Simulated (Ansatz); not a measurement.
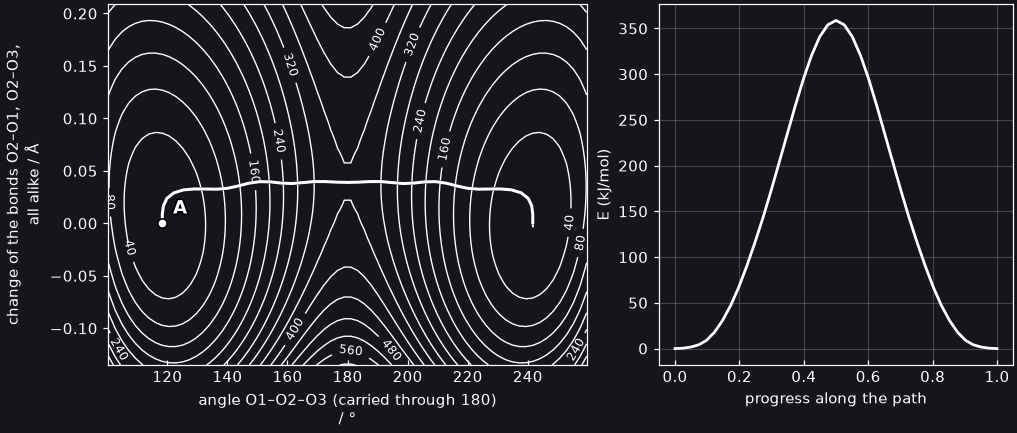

O3, SMILES O=[O+][O-]. Coordinates scanned: (1) angle O1–O2–O3 (carried through 180); (2) change of the bonds O2–O1, O2–O3, all alike. Nothing is relaxed (all other coordinates rigid). Grid: 15 × 15 points; 120 points were computed and 105 follow by symmetry. Points are written as (first, second). Energies are in kJ/mol, from the relaxed molecule at the same level. Computed with Ansatz 0.2.0, RKS r2SCAN0-D4/def2-TZVP.

In the figure: contour lines labelled in kJ/mol, a line along the lowest path, the energy along the path at the right, the start A. Between grid points the surface is interpolated.

Describe the path and its barrier.

The easiest path leads from the well at about (118°, 0.00 Å) to a well of about the same depth at about (242°, 0.00 Å). Its highest point lies about 360 kJ/mol above the bottom of the first well on the interpolated surface, at (180.0°, 0.037 Å). The start is the relaxed structure and all else is held, so a fully relaxed path at this level can only be lower.
